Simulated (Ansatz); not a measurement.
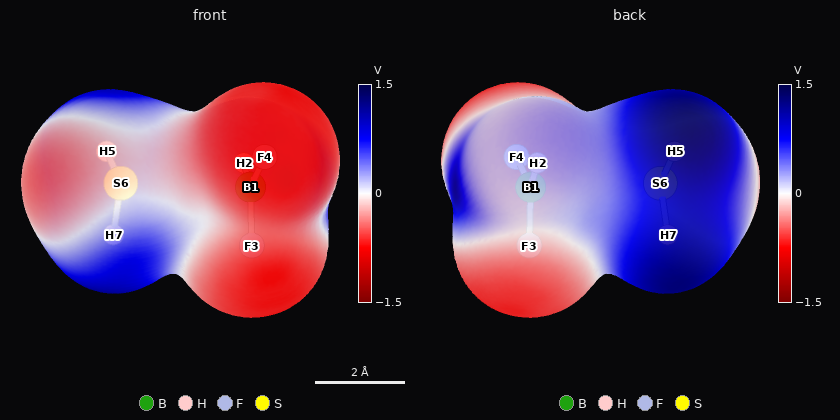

The picture shows: BF2H···H2S. The molecular electrostatic potential painted on the density surface at 0.001 e/bohr³, seen from the front and from behind; the colour scale runs from red (negative) to blue (positive).

The reactant side of a reaction path; geometry: PBE0-D4/def2-TZVP.

All numbers below come from RKS PBE0-D4/def2-TZVPP (Ansatz 0.2.0).

The calculation's input:

```
crystal:
  periodic: [false, false, false]
  atoms:
    - {symbol: B, position_ang: [-0.344449, -1.233982, -0.205526]}
    - {symbol: H, position_ang: [0.824081, -1.418811, -0.062271]}
    - {symbol: F, position_ang: [-0.833564, -0.893129, -1.384329]}
    - {symbol: F, position_ang: [-1.199594, -1.535628, 0.750921]}
    - {symbol: H, position_ang: [1.295293, 1.522669, 0.934011]}
    - {symbol: S, position_ang: [-0.006129, 1.599538, 0.615757]}
    - {symbol: H, position_ang: [0.264362, 1.959242, -0.648462]}
basis:
  gaussian: {orbitals: def2-TZVPP}
hamiltonian: {xc: pbe0, dispersion: d4}
output: {orbitals: {seedname: orbitals}}
```

Launched as:

```sh
ansatz run in.yaml --threads 2 --pin off --events-out ev --progress --plain --max-ram 4352MiB
```

### Which sites attract a positive test charge, and which a negative one?

A positive charge is drawn to the negative regions and a negative charge to the positive ones. The most negative region (about −0.8 V) lies over F3 and F4, the most positive (about +1.4 V) over H5.
